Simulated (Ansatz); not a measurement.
**AlF3H3P (Al(PH3)F3): density, localisation and related maps**

```yaml
atoms:
  - { symbol: Al, position_ang: [-0.0045, 0.0101, -1.4009] }
  - { symbol: P, position_ang: [0.0029, -0.0061, 1.0969] }
  - { symbol: H, position_ang: [0.6907, 1.0329, 1.7693] }
  - { symbol: H, position_ang: [0.5680, -1.1281, 1.7501] }
  - { symbol: H, position_ang: [-1.2422, 0.0583, 1.7678] }
  - { symbol: F, position_ang: [1.6384, -0.0332, -1.6641] }
  - { symbol: F, position_ang: [-0.7883, 1.4562, -1.6551] }
  - { symbol: F, position_ang: [-0.8649, -1.3902, -1.6640] }
```

Geometry: r2SCAN-D4/def2-SVP.

All numbers below come from Ansatz, RKS PBE0-D4/def2-TZVP.

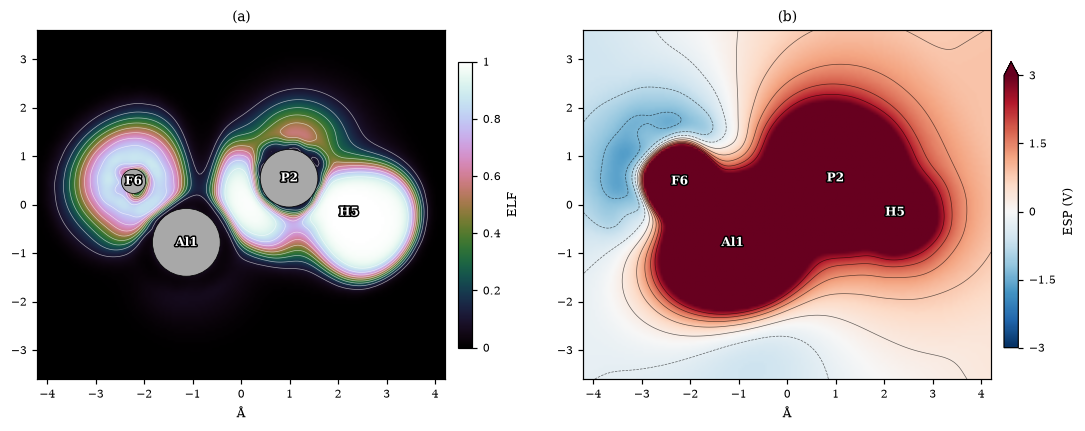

Figure 1. (a) ELF; (b) molecular electrostatic potential on the plane of atoms P2, Al1 and F6. Grey discs cover the atomic cores in the ELF map.

What does the map show?

The plane passes through Al, P, H and F nuclei.
Al–F (1.66 Å): the ELF peaks at about 0.85 in the valence shell of F, 0.6 Å from its nucleus, and is about 0.30 at the midpoint.
Al–P (2.50 Å): the ELF peaks at about 1 between the atoms: a covalent bond.
P–H (1.42 Å): the ELF climbs to about 1 towards the hydrogen, as it does in any bond to H.
The ELF also peaks beside F6, away from the bonds: lone-pair regions.
Outside the dense part of the molecule the potential is most negative (−1.7 V) near F6.

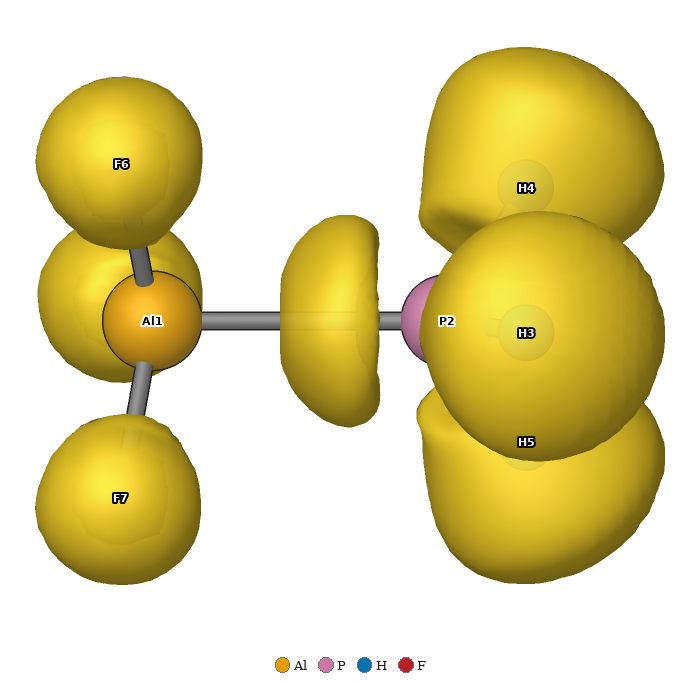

Figure 2. Isosurface of the ELF at 0.8 (yellow), seen from one side. Only the valence region is drawn (cores and ρ < 0.01 e/Å³ removed).

Identify the bonds, lone pairs and shells in this picture.

At this value the surface marks out one region between bonded Al–P atoms (shared pairs), three regions around hydrogen nuclei and three regions wrapped around F (the valence shell of each).

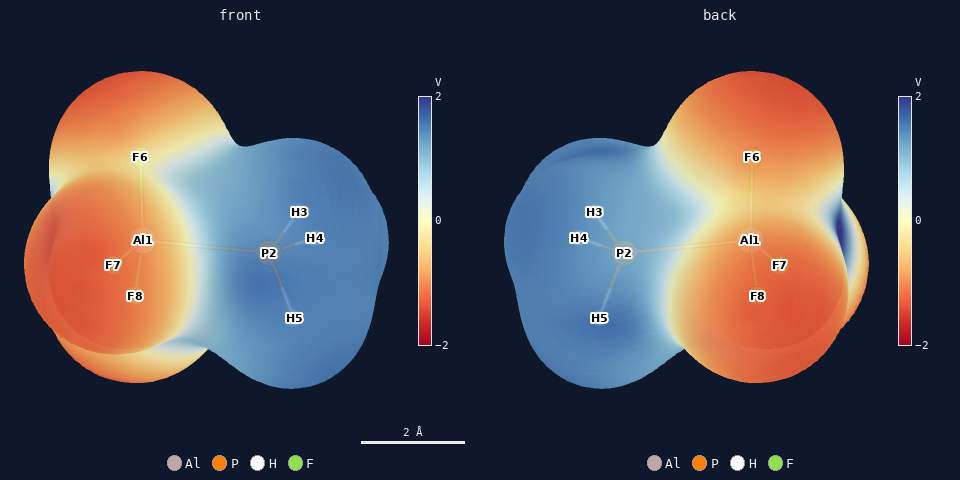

Figure 3. The molecular electrostatic potential painted on the density surface at 0.001 e/bohr³, seen from the front and from behind; red is negative and blue positive.

Which sites attract a positive test charge, and which a negative one?

A positive charge is drawn to the negative regions and a negative charge to the positive ones. The most negative region (about −1.3 V) lies over F6, F7 and F8, the most positive (about +1.8 V) over Al1.
